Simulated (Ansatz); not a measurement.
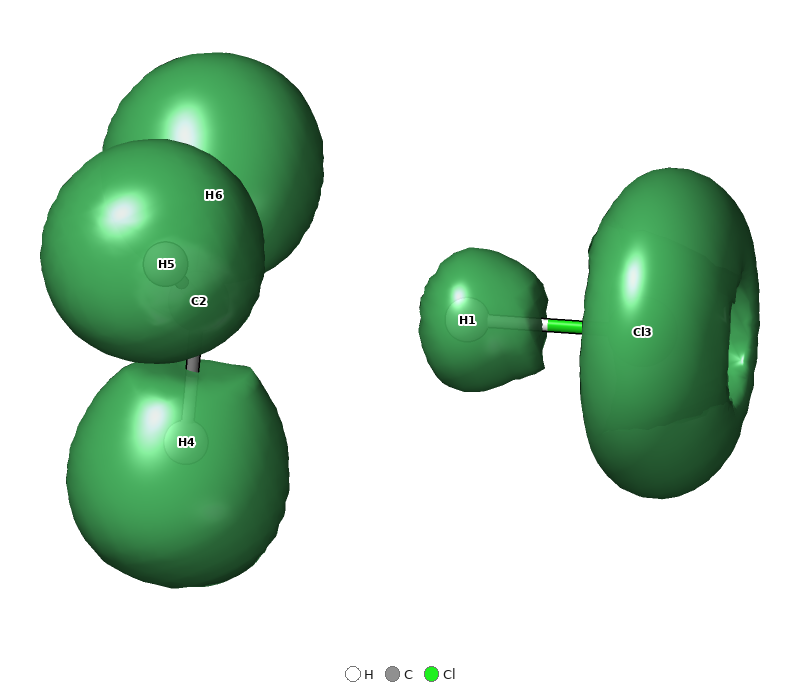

Figure 1: HCl···CH3 (doublet). Isosurface of the electron localisation function at 0.85 (green), seen at a tilt. Only the valence region is drawn (cores and ρ < 0.01 e/Å³ removed).

The product side of a reaction path; geometry: PBE0-D4/def2-TZVP.

Level of theory: UKS PBE0-D4/def2-TZVPP in Ansatz 0.2.0.

```xyz
6

H    -0.3419   -0.9851   -0.4931
C     0.2506    0.7217    0.3616
Cl   -0.7290   -2.0990   -1.0521
H     0.3733    1.2400   -0.5795
H    -0.6644    0.8482    0.9239
H     1.1114    0.2742    0.8392
```

> Identify the bonds, lone pairs and shells in this picture.

The surface consists of four regions around hydrogen nuclei and one ring or bowl of non-bonding electrons around Cl. Profiles from the grid: C2···H1 (2.00 Å): the ELF dips to about 0.25 between them. C–H (1.08 Å): the ELF climbs to about 1 towards the hydrogen, as it does in any bond to H; an ordinary covalent bond to hydrogen.
